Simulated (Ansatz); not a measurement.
# AlF2H4N: two geometries relaxed, part 2 of 2

Aim: relax the geometries before and after the reaction (ligand exchange), and see whether they are two minima and how far apart in energy. Meant to form: Al1–N5, H8–F2; to break: Al1–F2, H8–N5. The start is a guess near the saddle point, from which both ends are pulled out.

Ansatz 0.2.0; RKS PBE0/def2-SVP. The steps go on from the part before.

### Step 4. A restrained relaxation towards end B

Springs on the bonds that form and break draw the guess towards this end; the thresholds are loose.

The input, input.yaml:

```yaml
crystal:
  periodic: [false, false, false]
  atoms:
    - { symbol: Al, position_ang: [0.0, 0.0, 0.0] }
    - { symbol: F, position_ang: [0.0, 0.0, 2.04] }
    - { symbol: H, position_ang: [1.351, 0.0, -0.78] }
    - { symbol: F, position_ang: [-1.4635, 0.0, -0.845] }
    - { symbol: "N", position_ang: [0.0928, -2.1047, 0.7] }
    - { symbol: H, position_ang: [-0.4256, -2.8627, 0.1705] }
    - { symbol: H, position_ang: [0.6555, -2.3517, 1.5637] }
    - { symbol: H, position_ang: [0.0544, -1.2334, 1.7877] }
basis:
  gaussian: { orbitals: def2-SVP }
hamiltonian:
  xc: pbe0
relax:
  f_tol: 0.15
  max_steps: 25
  restrain:
    - { distance: [0, 4], at: 1.92, k: 30.0 }
    - { distance: [7, 1], at: 0.92, k: 30.0 }
    - { distance: [0, 1], at: 2.89, k: 30.0 }
    - { distance: [7, 4], at: 2.26, k: 30.0 }
output:
  orbitals: {}
```

The run is started by

```sh
ansatz run input.yaml --threads 2 --pin off --max-ram 3072MiB --backend cpu --events-out ev --progress --plain --runs-dir out
```

Output:

```text
Warning: RAYON_NUM_THREADS=2 ignored (pool sized by the plan → 2); use --threads N
The last accepted step is kept in <dir> (removed where the run ends without a failure and the disk answers)
Engine: ansatz 0.2.0, aarch64-unknown-linux-gnu
Functional definition: PBE0
  parameter a = 0.25
  parameter kappa = 0.804
  parameter beta = 0.06672455060314922
  exchange = (1 - a)*pbe_x(kappa = kappa, mu = beta*pi^2/3) + a*exact_x
  correlation = pbe_c(beta = beta)
826 factors; integrals over basis functions are off by at most 3.6e-4 eV
mean field evaluation 1: about -13562.8345 eV, gradient 6.0e1 eV
mean field evaluation 2: about -13552.4402 eV, gradient 9.2e1 eV
mean field evaluation 4: about -13569.5331 eV, gradient 5.7e0 eV
mean field evaluation 8: about -13569.5966 eV, gradient 3.1e-1 eV
mean field evaluation 16: about -13569.5968 eV, gradient 6.1e-5 eV
mean field -13569.59676535 eV, -498.6734833236 hartree, gradient 6.1e-5 eV, S^2 0.000000; 0 other end points of the search recorded, 0 dependent functions left out
the calculation of the forces begins
reference -13569.59679492 eV, -498.6734844104 hartree; 21, 21 occupied and 59, 59 virtual orbitals, 826 factors
relax step   1: F+E_penalty+E_count = -13569.59676535 eV  Δ(F+E_penalty+E_count) = +0.000e0 eV  max|allowed force component| = 3.635e0 eV/Å  E_restraint = 25.16736367 eV  max|allowed force component, restraints' pulls added| = 2.687e1 eV/Å  Δτ_max = 0.0000 Å  (25 SCF iters, accepted)
  distance Al 0 - N 4 = 2.2200 Å
  distance H 7 - F 1 = 1.2601 Å
  distance Al 0 - F 1 = 2.0400 Å
  distance H 7 - N 4 = 1.3942 Å
these checks for a lower state are left out or cut short: starts, cluster_reference, orbital_swaps, neighbouring_geometries, increment
826 factors; integrals over basis functions are off by at most 8.0e-4 eV
mean field -13569.73277876 eV, -498.6784817241 hartree, gradient 1.0e-5 eV, S^2 0.000000; 0 other end points of the search recorded, 0 dependent functions left out
the calculation of the forces begins
reference -13569.73280812 eV, -498.6784828033 hartree; 21, 21 occupied and 59, 59 virtual orbitals, 826 factors
relax step   2: F+E_penalty+E_count = -13569.73277876 eV  Δ(F+E_penalty+E_count) = -1.360e-1 eV  max|allowed force component| = 4.034e0 eV/Å  E_restraint = 11.01515030 eV  max|allowed force component, restraints' pulls added| = 1.779e1 eV/Å  Δτ_max = 0.1997 Å  (33 SCF iters, accepted)
  distance Al 0 - N 4 = 2.1123 Å
  distance H 7 - F 1 = 1.0981 Å
  distance Al 0 - F 1 = 2.3145 Å
  distance H 7 - N 4 = 1.6817 Å
these checks for a lower state are left out or cut short: starts, cluster_reference, orbital_swaps, neighbouring_geometries, increment
826 factors; integrals over basis functions are off by at most 1.1e-3 eV
mean field evaluation 32: about -13570.0899 eV, gradient 8.6e-6 eV
mean field -13570.08987619 eV, -498.6916048126 hartree, gradient 8.6e-6 eV, S^2 0.000000; 0 other end points of the search recorded, 0 dependent functions left out
the calculation of the forces begins
reference -13570.08990557 eV, -498.6916058924 hartree; 21, 21 occupied and 59, 59 virtual orbitals, 826 factors
relax step   3: F+E_penalty+E_count = -13570.08987619 eV  Δ(F+E_penalty+E_count) = -3.571e-1 eV  max|allowed force component| = 3.995e0 eV/Å  E_restraint = 2.99798669 eV  max|allowed force component, restraints' pulls added| = 8.873e0 eV/Å  Δτ_max = 0.1948 Å  (34 SCF iters, accepted)
  distance Al 0 - N 4 = 2.0106 Å
  distance H 7 - F 1 = 0.9419 Å
  distance Al 0 - F 1 = 2.5679 Å
  distance H 7 - N 4 = 1.9643 Å
these checks for a lower state are left out or cut short: starts, cluster_reference, orbital_swaps, neighbouring_geometries, increment
826 factors; integrals over basis functions are off by at most 1.2e-3 eV
mean field -13570.57957220 eV, -498.7096008091 hartree, gradient 9.5e-6 eV, S^2 0.000000; 0 other end points of the search recorded, 0 dependent functions left out
the calculation of the forces begins
reference -13570.57960173 eV, -498.7096018943 hartree; 21, 21 occupied and 59, 59 virtual orbitals, 826 factors
relax step   4: F+E_penalty+E_count = -13570.57957220 eV  Δ(F+E_penalty+E_count) = -4.897e-1 eV  max|allowed force component| = 2.342e0 eV/Å  E_restraint = 0.16757768 eV  max|allowed force component, restraints' pulls added| = 2.653e0 eV/Å  Δτ_max = 0.1946 Å  (28 SCF iters, accepted)
  distance Al 0 - N 4 = 1.9000 Å
  distance H 7 - F 1 = 0.9022 Å
  distance Al 0 - F 1 = 2.8163 Å
  distance H 7 - N 4 = 2.1891 Å
these checks for a lower state are left out or cut short: starts, cluster_reference, orbital_swaps, neighbouring_geometries, increment
826 factors; integrals over basis functions are off by at most 1.2e-3 eV
mean field -13570.92513135 eV, -498.7222998736 hartree, gradient 2.0e-5 eV, S^2 0.000000; 0 other end points of the search recorded, 0 dependent functions left out
the calculation of the forces begins
reference -13570.92516078 eV, -498.7223009551 hartree; 21, 21 occupied and 59, 59 virtual orbitals, 826 factors
relax step   5: F+E_penalty+E_count = -13570.92513135 eV  Δ(F+E_penalty+E_count) = -3.456e-1 eV  max|allowed force component| = 1.317e0 eV/Å  E_restraint = 0.03814775 eV  max|allowed force component, restraints' pulls added| = 8.835e-1 eV/Å  Δτ_max = 0.1944 Å  (27 SCF iters, accepted)
  distance Al 0 - N 4 = 1.8726 Å
  distance H 7 - F 1 = 0.9365 Å
  distance Al 0 - F 1 = 2.8860 Å
  distance H 7 - N 4 = 2.2571 Å
these checks for a lower state are left out or cut short: starts, cluster_reference, orbital_swaps, neighbouring_geometries, increment
826 factors; integrals over basis functions are off by at most 1.2e-3 eV
mean field -13571.06568501 eV, -498.7274651254 hartree, gradient 5.9e-6 eV, S^2 0.000000; 0 other end points of the search recorded, 0 dependent functions left out
the calculation of the forces begins
reference -13571.06571440 eV, -498.7274662056 hartree; 21, 21 occupied and 59, 59 virtual orbitals, 826 factors
relax step   6: F+E_penalty+E_count = -13571.06568501 eV  Δ(F+E_penalty+E_count) = -1.406e-1 eV  max|allowed force component| = 1.453e0 eV/Å  E_restraint = 0.03933860 eV  max|allowed force component, restraints' pulls added| = 7.178e-1 eV/Å  Δτ_max = 0.2000 Å  (27 SCF iters, accepted)
  distance Al 0 - N 4 = 1.8711 Å
  distance H 7 - F 1 = 0.9327 Å
  distance Al 0 - F 1 = 2.8832 Å
  distance H 7 - N 4 = 2.2556 Å
these checks for a lower state are left out or cut short: starts, cluster_reference, orbital_swaps, neighbouring_geometries, increment
826 factors; integrals over basis functions are off by at most 1.2e-3 eV
mean field -13571.15249745 eV, -498.7306554238 hartree, gradient 5.9e-6 eV, S^2 0.000000; 0 other end points of the search recorded, 0 dependent functions left out
the calculation of the forces begins
reference -13571.15252683 eV, -498.7306565033 hartree; 21, 21 occupied and 59, 59 virtual orbitals, 826 factors
relax step   7: F+E_penalty+E_count = -13571.15249745 eV  Δ(F+E_penalty+E_count) = -8.681e-2 eV  max|allowed force component| = 1.447e0 eV/Å  E_restraint = 0.04494057 eV  max|allowed force component, restraints' pulls added| = 3.944e-1 eV/Å  Δτ_max = 0.2000 Å  (27 SCF iters, accepted)
  distance Al 0 - N 4 = 1.8679 Å
  distance H 7 - F 1 = 0.9310 Å
  distance Al 0 - F 1 = 2.8822 Å
  distance H 7 - N 4 = 2.2500 Å
these checks for a lower state are left out or cut short: starts, cluster_reference, orbital_swaps, neighbouring_geometries, increment
826 factors; integrals over basis functions are off by at most 1.2e-3 eV
mean field evaluation 64: about -13571.1817 eV, gradient 2.9e-4 eV
mean field -13571.18167905 eV, -498.7317278276 hartree, gradient 1.2e-5 eV, S^2 0.000000; 0 other end points of the search recorded, 0 dependent functions left out
the calculation of the forces begins
reference -13571.18170840 eV, -498.7317289062 hartree; 21, 21 occupied and 59, 59 virtual orbitals, 826 factors
relax step   8: F+E_penalty+E_count = -13571.18167905 eV  Δ(F+E_penalty+E_count) = -2.918e-2 eV  max|allowed force component| = 1.528e0 eV/Å  E_restraint = 0.04271545 eV  max|allowed force component, restraints' pulls added| = 8.519e-2 eV/Å  Δτ_max = 0.1509 Å  (26 SCF iters, accepted)
  distance Al 0 - N 4 = 1.8694 Å
  distance H 7 - F 1 = 0.9290 Å
  distance Al 0 - F 1 = 2.8824 Å
  distance H 7 - N 4 = 2.2480 Å
these checks for a lower state are left out or cut short: starts, cluster_reference, orbital_swaps, neighbouring_geometries, increment
826 factors; integrals over basis functions are off by at most 1.2e-3 eV
mean field -13571.16820936 eV, -498.7312328258 hartree, gradient 7.0e-6 eV, S^2 0.000000; 0 other end points of the search recorded, 0 dependent functions left out
the calculation of the forces begins
reference -13571.16823890 eV, -498.7312339113 hartree; 21, 21 occupied and 59, 59 virtual orbitals, 826 factors
relax step   9: F+E_penalty+E_count = -13571.16820936 eV  Δ(F+E_penalty+E_count) = +1.347e-2 eV  max|allowed force component| = 1.140e0 eV/Å  E_restraint = 0.04829077 eV  max|allowed force component, restraints' pulls added| = 1.129e0 eV/Å  Δτ_max = 0.1803 Å  (26 SCF iters, rejected (line search))
  distance Al 0 - N 4 = 1.8680 Å
  distance H 7 - F 1 = 0.9413 Å
  distance Al 0 - F 1 = 2.8914 Å
  distance H 7 - N 4 = 2.2521 Å
these checks for a lower state are left out or cut short: starts, cluster_reference, orbital_swaps, neighbouring_geometries, increment
826 factors; integrals over basis functions are off by at most 1.2e-3 eV
mean field -13571.18802320 eV, -498.7319609709 hartree, gradient 8.8e-6 eV, S^2 0.000000; 0 other end points of the search recorded, 0 dependent functions left out
the calculation of the forces begins
reference -13571.18805265 eV, -498.7319620534 hartree; 21, 21 occupied and 59, 59 virtual orbitals, 826 factors
relax step  10: F+E_penalty+E_count = -13571.18802320 eV  Δ(F+E_penalty+E_count) = -6.344e-3 eV  max|allowed force component| = 1.381e0 eV/Å  E_restraint = 0.04393281 eV  max|allowed force component, restraints' pulls added| = 1.831e-1 eV/Å  Δτ_max = 0.0865 Å  (28 SCF iters, accepted)
  distance Al 0 - N 4 = 1.8694 Å
  distance H 7 - F 1 = 0.9298 Å
  distance Al 0 - F 1 = 2.8783 Å
  distance H 7 - N 4 = 2.2485 Å
these checks for a lower state are left out or cut short: starts, cluster_reference, orbital_swaps, neighbouring_geometries, increment
826 factors; integrals over basis functions are off by at most 1.2e-3 eV
mean field -13571.18059964 eV, -498.7316881601 hartree, gradient 1.0e-5 eV, S^2 0.000000; 0 other end points of the search recorded, 0 dependent functions left out
the calculation of the forces begins
reference -13571.18062917 eV, -498.7316892453 hartree; 21, 21 occupied and 59, 59 virtual orbitals, 826 factors
relax step  11: F+E_penalty+E_count = -13571.18059964 eV  Δ(F+E_penalty+E_count) = +7.424e-3 eV  max|allowed force component| = 1.476e0 eV/Å  E_restraint = 0.05047535 eV  max|allowed force component, restraints' pulls added| = 1.208e0 eV/Å  Δτ_max = 0.0901 Å  (28 SCF iters, rejected (line search))
  distance Al 0 - N 4 = 1.8695 Å
  distance H 7 - F 1 = 0.9440 Å
  distance Al 0 - F 1 = 2.8790 Å
  distance H 7 - N 4 = 2.2492 Å
these checks for a lower state are left out or cut short: starts, cluster_reference, orbital_swaps, neighbouring_geometries, increment
826 factors; integrals over basis functions are off by at most 1.2e-3 eV
mean field -13571.18875577 eV, -498.7319878925 hartree, gradient 8.7e-6 eV, S^2 0.000000; 0 other end points of the search recorded, 0 dependent functions left out
the calculation of the forces begins
reference -13571.18878525 eV, -498.7319889757 hartree; 21, 21 occupied and 59, 59 virtual orbitals, 826 factors
relax step  12: F+E_penalty+E_count = -13571.18875577 eV  Δ(F+E_penalty+E_count) = -7.326e-4 eV  max|allowed force component| = 1.554e0 eV/Å  E_restraint = 0.04328828 eV  max|allowed force component, restraints' pulls added| = 6.637e-2 eV/Å  Δτ_max = 0.0304 Å  (28 SCF iters, accepted)
  distance Al 0 - N 4 = 1.8696 Å
  distance H 7 - F 1 = 0.9291 Å
  distance Al 0 - F 1 = 2.8790 Å
  distance H 7 - N 4 = 2.2483 Å
826 factors; integrals over basis functions are off by at most 1.2e-3 eV
mean field evaluation 96: about -13571.1742 eV, gradient 1.0e-1 eV
mean field -13571.18875577 eV, -498.7319878925 hartree, gradient 8.7e-6 eV, S^2 0.000000; 1 other end points of the search recorded, 0 dependent functions left out
the calculation of the forces begins
reference -13571.18878525 eV, -498.7319889757 hartree; 21, 21 occupied and 59, 59 virtual orbitals, 826 factors
Total energy: -13571.18878525 eV, -498.7319889757 hartree
Atom 0 at     0.105783    -0.527383    -0.353415 Å, force     0.042388    -1.240764     1.083811 eV/Å
Atom 1 at    -0.167398     0.140102     2.433751 Å, force     0.017903     0.200400    -0.290826 eV/Å
Atom 2 at     1.425970     0.253923    -0.681787 Å, force    -0.003055    -0.003401     0.000501 eV/Å
Atom 3 at    -1.374873    -0.021379    -0.913567 Å, force    -0.053028     0.009021    -0.016977 eV/Å
Atom 4 at     0.114956    -2.152502     0.570818 Å, force    -0.073300     1.554146    -0.478179 eV/Å
Atom 5 at    -0.679430    -2.784726     0.533365 Å, force     0.014570    -0.006517     0.008194 eV/Å
Atom 6 at     0.972686    -2.677218     0.710998 Å, force     0.003316    -0.018601    -0.000529 eV/Å
Atom 7 at    -0.133093    -0.783317     2.336737 Å, force     0.051206    -0.494283    -0.305995 eV/Å
Dipole moment:     0.276478    -0.641193     0.015130 e Å
```

It took 21 s on 2 threads of Arm Neoverse V1, shared host; peak memory 0.15 GiB.

The steps of the relaxation:

```tsv
step	energy from step 1 (eV)	largest force component (eV/Å)
1	0.0000	3.6349
2	-0.1360	4.0339
3	-0.4931	3.9953
4	-0.9828	2.3423
5	-1.3284	1.3170
6	-1.4689	1.4527
7	-1.5557	1.4466
8	-1.5849	1.5277
9x	-1.5714	1.1396
10	-1.5913	1.3815
11x	-1.5838	1.4757
12	-1.5920	1.5541
```

Step 1 is the start. 2 steps were tried and not accepted (marked x). Energies and forces in the table leave out the springs, which the log lists apart; the run stops on the force with the springs' pull added.

After: Bond lengths: Al1–H3 1.569 Å, Al1–F4 1.662 Å, Al1–N5 1.870 Å, N5–H6 1.016 Å, N5–H7 1.015 Å, F2–H8 0.929 Å. Angles: H3–Al1–F4 121.8°, H3–Al1–N5 122.2°, F4–Al1–N5 115.8°, Al1–N5–H6 121.3°, Al1–N5–H7 121.4°, H6–N5–H7 110.1°.

Pairs that crossed the distance rule for bonds on the way: came closer F2–H8; moved apart Al1–F2.

### Step 5. Relaxing end B

It starts where the restrained run ended.

The input, input.yaml:

```yaml
crystal:
  periodic: [false, false, false]
  atoms:
    - { symbol: Al, position_ang: [0.105783, -0.527383, -0.353415] }
    - { symbol: F, position_ang: [-0.167398, 0.140102, 2.433751] }
    - { symbol: H, position_ang: [1.42597, 0.253923, -0.681787] }
    - { symbol: F, position_ang: [-1.374873, -0.021379, -0.913567] }
    - { symbol: "N", position_ang: [0.114956, -2.152502, 0.570818] }
    - { symbol: H, position_ang: [-0.67943, -2.784726, 0.533365] }
    - { symbol: H, position_ang: [0.972686, -2.677218, 0.710998] }
    - { symbol: H, position_ang: [-0.133093, -0.783317, 2.336737] }
basis:
  gaussian: { orbitals: def2-SVP }
hamiltonian:
  xc: pbe0
relax:
  f_tol: 0.03
  max_steps: 50
output:
  orbitals: {}
```

The run is started by

```sh
ansatz run input.yaml --threads 2 --pin off --max-ram 3072MiB --backend cpu --events-out ev --progress --plain --runs-dir out
```

Output (excerpt; [...] marks lines left out):

```text
Warning: RAYON_NUM_THREADS=2 ignored (pool sized by the plan → 2); use --threads N
[...]
[... 1 set-up line as earlier in the session ...]
[...]
819 factors; integrals over basis functions are off by at most 4.0e-4 eV
[...]
mean field -13571.18873503 eV, -498.7319871303 hartree, gradient 2.8e-5 eV, S^2 0.000000; 0 other end points of the search recorded, 0 dependent functions left out
[...]
reference -13571.18876429 eV, -498.7319882054 hartree; 21, 21 occupied and 59, 59 virtual orbitals, 819 factors
relax step   1: F+E_penalty+E_count = -13571.18873503 eV  Δ(F+E_penalty+E_count) = +0.000e0 eV  max|allowed force component| = 1.554e0 eV/Å  Δτ_max = 0.0000 Å  (25 SCF iters, accepted)
[...]
relax step   4: F+E_penalty+E_count = -13571.89648449 eV  Δ(F+E_penalty+E_count) = -2.159e-1 eV  max|allowed force component| = 7.690e-1 eV/Å  Δτ_max = 0.1951 Å  (27 SCF iters, accepted)
[...]
reference -13573.44589610 eV, -498.8149362695 hartree; 21, 21 occupied and 59, 59 virtual orbitals, 820 factors
Total energy: -13573.44589610 eV, -498.8149362695 hartree
Atom 0 at     0.062032    -0.092917     0.195754 Å, force     0.000125     0.000105     0.000548 eV/Å
Atom 1 at    -0.143132     0.660737     1.685145 Å, force    -0.001174     0.001015     0.002063 eV/Å
Atom 2 at     1.430389     0.123073    -0.570156 Å, force     0.003939     0.002415    -0.002002 eV/Å
Atom 3 at    -1.343394    -0.244529    -0.715158 Å, force    -0.002073    -0.000840    -0.002540 eV/Å
Atom 4 at     0.084353    -2.000406     0.905665 Å, force    -0.002094    -0.006930     0.004050 eV/Å
Atom 5 at    -0.703160    -2.505925     0.494925 Å, force    -0.000790     0.002606     0.000162 eV/Å
Atom 6 at     0.936618    -2.531377     0.723842 Å, force     0.000306     0.000215    -0.002066 eV/Å
Atom 7 at    -0.059105    -1.961157     1.916882 Å, force     0.001762     0.001414    -0.000214 eV/Å
Dipole moment:     0.249660    -1.188825     0.324986 e Å
```

It took 28 s on 2 threads of Arm Neoverse V1, shared host; peak memory 0.15 GiB.

The steps of the relaxation:

```tsv
step	energy from step 1 (eV)	largest force component (eV/Å)
1	0.0000	1.5541
2	-0.2604	0.9159
3	-0.4919	1.2478
4	-0.7077	0.7690
5	-0.8885	1.8173
6	-1.3617	1.6271
7x	-1.3526	6.6741
8	-1.7290	1.4475
9	-1.9243	1.0164
10	-2.1243	0.5244
11	-2.2258	0.3344
12	-2.2461	0.4269
13	-2.2506	0.2578
14	-2.2569	0.0729
15	-2.2571	0.0069
```

Step 1 is the start. 1 step was tried and not accepted (marked x).

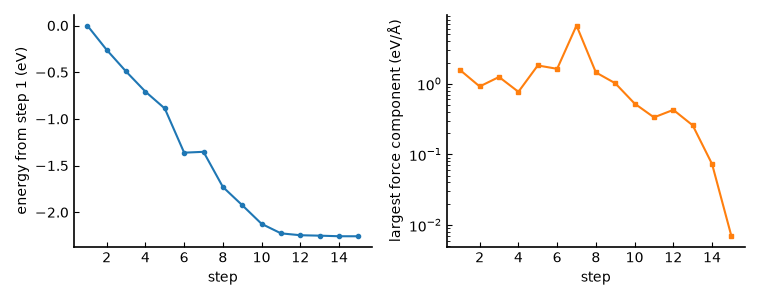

How energy and force went from step to step.

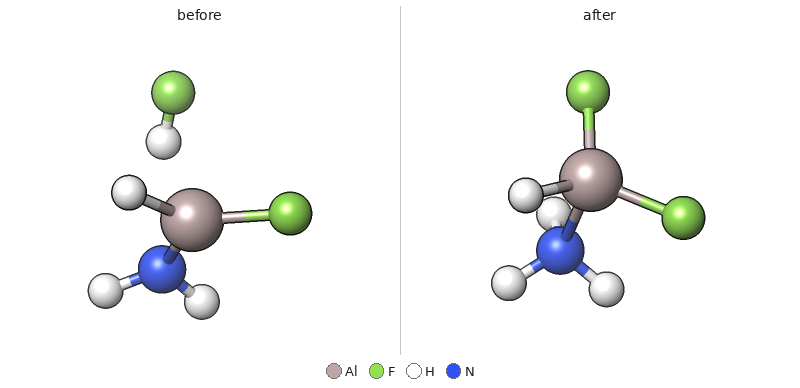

The structure before (left) and after (right), drawn at the same scale.

After: Bond lengths: Al1–F2 1.682 Å, Al1–H3 1.583 Å, Al1–F4 1.682 Å, Al1–N5 2.035 Å, N5–H6 1.022 Å, N5–H7 1.020 Å, N5–H8 1.022 Å. Angles: F2–Al1–H3 118.2°, F2–Al1–F4 114.7°, F2–Al1–N5 96.5°, H3–Al1–F4 118.2°, H3–Al1–N5 106.7°, F4–Al1–N5 96.5°, Al1–N5–H6 108.4°, Al1–N5–H7 115.8°, Al1–N5–H8 107.9°, H6–N5–H7 108.3°, H6–N5–H8 108.0°, H7–N5–H8 108.3°.

Pairs that crossed the distance rule for bonds on the way: came closer Al1–F2, N5–H8; moved apart F2–H8.

### Step 6. Results

This closing draws on all 2 parts.

| quantity | value |
| --- | --- |
| end A | 8 moves, 1.173 eV lower |
| end B | 13 moves, 2.257 eV lower |
| largest difference between the ends | 0.01 Å |
| end B relative to end A | -0.000 eV |

Both starts fell into the same minimum (no atom differs by more than 0.01 Å), so from this start no second minimum was found and no band was run; another arrangement could still be one.
